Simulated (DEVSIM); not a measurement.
Device: Ti/AlN/n-Si capacitor, at 300 K.

| layer (left to right) | material | thickness (nm) | Nd (cm⁻³) |
|---|---|---|---|
| 1 | AlN | 2.50 | - |
| 2 | Si | 760 | 2.8e17 |

Metal gate on the left, work function 4.33 eV. Fixed charge at the semiconductor interface -1.9e11 cm⁻² (in units of +e); no interface traps.

Constants are typed, rounded textbook-type inputs, not results; the design itself was drawn at random and stands for no fabricated device. Values at 300 K.

| parameter | AlN | Si |
|---|---|---|
| gap (eV) | 6.1 | 1.124 |
| affinity (eV) | 1.9 | 4.05 |
| permittivity | 8.5 | 11.7 |
| Nc (cm⁻³) | - | 2.86e19 |
| Nv (cm⁻³) | - | 3.1e19 |

DEVSIM, 1D Poisson equation in equilibrium, Boltzmann statistics, complete ionisation; no quantum confinement or tunnelling. Metal contacts follow the ideal Schottky-Mott rule: no Fermi-level pinning, no interface dipoles.

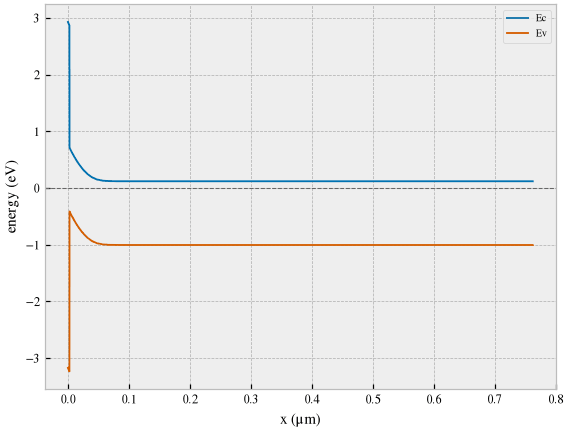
Figure. Band edges at -0.5 V on the gate

Energies count from the Fermi level of the right contact; mesh points crowd at the junctions.

```json
[
 {"x (μm)": "0.000", "Ec (eV)": "2.930", "Ev (eV)": "-3.170", "n (cm⁻³)": "< 1e2", "p (cm⁻³)": "< 1e2", "field (V/cm)": "-270000"},
 {"x (μm)": "0.0007285", "Ec (eV)": "2.911", "Ev (eV)": "-3.189", "n (cm⁻³)": "< 1e2", "p (cm⁻³)": "< 1e2", "field (V/cm)": "-270000"},
 {"x (μm)": "0.001416", "Ec (eV)": "2.893", "Ev (eV)": "-3.208", "n (cm⁻³)": "< 1e2", "p (cm⁻³)": "< 1e2", "field (V/cm)": "-270000"},
 {"x (μm)": "0.002154", "Ec (eV)": "2.873", "Ev (eV)": "-3.227", "n (cm⁻³)": "< 1e2", "p (cm⁻³)": "< 1e2", "field (V/cm)": "-270000"},
 {"x (μm)": "0.003204", "Ec (eV)": "0.698", "Ev (eV)": "-0.426", "n (cm⁻³)": "5.3e7", "p (cm⁻³)": "2.2e12", "field (V/cm)": "-220000"},
 {"x (μm)": "0.004768", "Ec (eV)": "0.665", "Ev (eV)": "-0.459", "n (cm⁻³)": "2.0e8", "p (cm⁻³)": "5.9e11", "field (V/cm)": "-210000"},
 {"x (μm)": "0.007642", "Ec (eV)": "0.605", "Ev (eV)": "-0.519", "n (cm⁻³)": "1.9e9", "p (cm⁻³)": "6.0e10", "field (V/cm)": "-200000"},
 {"x (μm)": "0.01505", "Ec (eV)": "0.469", "Ev (eV)": "-0.655", "n (cm⁻³)": "3.7e11", "p (cm⁻³)": "3.1e8", "field (V/cm)": "-170000"},
 {"x (μm)": "0.02654", "Ec (eV)": "0.306", "Ev (eV)": "-0.818", "n (cm⁻³)": "2.1e14", "p (cm⁻³)": "550000", "field (V/cm)": "-120000"},
 {"x (μm)": "0.04765", "Ec (eV)": "0.150", "Ev (eV)": "-0.974", "n (cm⁻³)": "8.5e16", "p (cm⁻³)": "1400", "field (V/cm)": "-33000"},
 {"x (μm)": "0.08360", "Ec (eV)": "0.120", "Ev (eV)": "-1.004", "n (cm⁻³)": "2.8e17", "p (cm⁻³)": "420", "field (V/cm)": "-470"},
 {"x (μm)": "0.1865", "Ec (eV)": "0.120", "Ev (eV)": "-1.004", "n (cm⁻³)": "2.8e17", "p (cm⁻³)": "420", "field (V/cm)": "≈ 0"},
 {"x (μm)": "0.3302", "Ec (eV)": "0.120", "Ev (eV)": "-1.004", "n (cm⁻³)": "2.8e17", "p (cm⁻³)": "420", "field (V/cm)": "≈ 0"},
 {"x (μm)": "0.5180", "Ec (eV)": "0.120", "Ev (eV)": "-1.004", "n (cm⁻³)": "2.8e17", "p (cm⁻³)": "420", "field (V/cm)": "≈ 0"},
 {"x (μm)": "0.6545", "Ec (eV)": "0.120", "Ev (eV)": "-1.004", "n (cm⁻³)": "2.8e17", "p (cm⁻³)": "420", "field (V/cm)": "≈ 0"},
 {"x (μm)": "0.7022", "Ec (eV)": "0.120", "Ev (eV)": "-1.004", "n (cm⁻³)": "2.8e17", "p (cm⁻³)": "420", "field (V/cm)": "≈ 0"},
 {"x (μm)": "0.7302", "Ec (eV)": "0.120", "Ev (eV)": "-1.004", "n (cm⁻³)": "2.8e17", "p (cm⁻³)": "420", "field (V/cm)": "≈ 0"},
 {"x (μm)": "0.7455", "Ec (eV)": "0.120", "Ev (eV)": "-1.004", "n (cm⁻³)": "2.8e17", "p (cm⁻³)": "420", "field (V/cm)": "≈ 0"},
 {"x (μm)": "0.7553", "Ec (eV)": "0.120", "Ev (eV)": "-1.004", "n (cm⁻³)": "2.8e17", "p (cm⁻³)": "420", "field (V/cm)": "≈ 0"},
 {"x (μm)": "0.7591", "Ec (eV)": "0.120", "Ev (eV)": "-1.004", "n (cm⁻³)": "2.8e17", "p (cm⁻³)": "420", "field (V/cm)": "≈ 0"},
 {"x (μm)": "0.7611", "Ec (eV)": "0.120", "Ev (eV)": "-1.004", "n (cm⁻³)": "2.8e17", "p (cm⁻³)": "420", "field (V/cm)": "≈ 0"},
 {"x (μm)": "0.7625", "Ec (eV)": "0.120", "Ev (eV)": "-1.004", "n (cm⁻³)": "2.8e17", "p (cm⁻³)": "420", "field (V/cm)": "≈ 0"}
]
```
